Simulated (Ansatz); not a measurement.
## Strength of the O–Si bond: CH8O2Si2 → Si2H5O + CH3O

Species: CH8O2Si2 `CO[SiH2]O[SiH3]`, singlet; Si2H5O `[SiH2]O[SiH3]`, doublet; CH3O `C[O]`, doublet. 

Shapes, held fixed at every level: PBE0-D4/def2-TZVP. Flexible molecules stand in one conformer, not always the lowest. Programs: Ansatz 0.2.0. The zero-point and thermal change to 298 K, harmonic and unscaled (PBE0-D4/def2-TZVP), is -19.7 kJ/mol.

```json
{"level": "HF/def2-TZVPP", "kind": "Hartree–Fock", "ΔH(298 K) (kJ/mol)": "+367.0", "less CCSD(T)/CBS estimate": "-140.0"}
{"level": "SPW92/def2-TZVPP", "kind": "LDA", "ΔH(298 K) (kJ/mol)": "+525.1", "less CCSD(T)/CBS estimate": "+18.1"}
{"level": "PBE0-D4/def2-TZVPP", "kind": "global hybrid", "ΔH(298 K) (kJ/mol)": "+465.7", "less CCSD(T)/CBS estimate": "-41.3"}
{"level": "wB97M-V/def2-TZVPP", "kind": "range-separated hybrid", "ΔH(298 K) (kJ/mol)": "+495.0", "less CCSD(T)/CBS estimate": "-12.0"}
{"level": "MP2/def2-SVP", "kind": "perturbation theory", "ΔH(298 K) (kJ/mol)": "+495.8", "less CCSD(T)/CBS estimate": "-11.2"}
{"level": "MP2/def2-TZVPP", "kind": "perturbation theory", "ΔH(298 K) (kJ/mol)": "+527.9", "less CCSD(T)/CBS estimate": "+20.9"}
{"level": "CCSD/def2-TZVPP", "kind": "coupled cluster or CI", "ΔH(298 K) (kJ/mol)": "+483.0", "less CCSD(T)/CBS estimate": "-24.0"}
{"level": "CCSD(T)/CBS estimate", "kind": "coupled cluster or CI", "ΔH(298 K) (kJ/mol)": "+507.0", "less CCSD(T)/CBS estimate": "0.0"}
```

The highest level, CCSD(T)/CBS estimate, gives ΔH(298 K) = +507.0 kJ/mol; the levels span +367.0 to +527.9. The column of differences is taken from that level and isn't an error. Hartree–Fock misses the correlation of the pair that is broken and comes out low. No measured value is set beside it here. Open shells run unrestricted unless RO is named. The CBS estimate extrapolates MP2 from def2-TZVPP and def2-QZVPP and adds CCSD(T) − MP2 in the triple-zeta set, cores frozen.

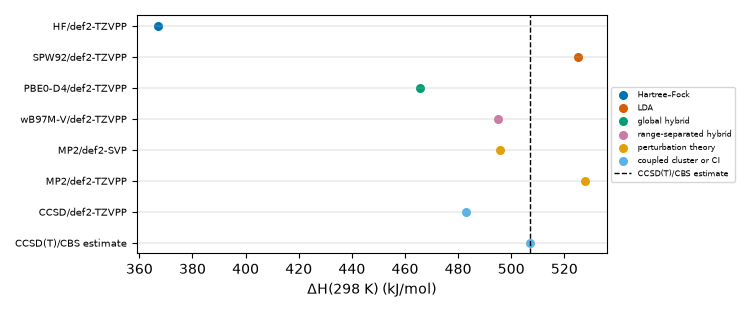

The values of the table, level by level.
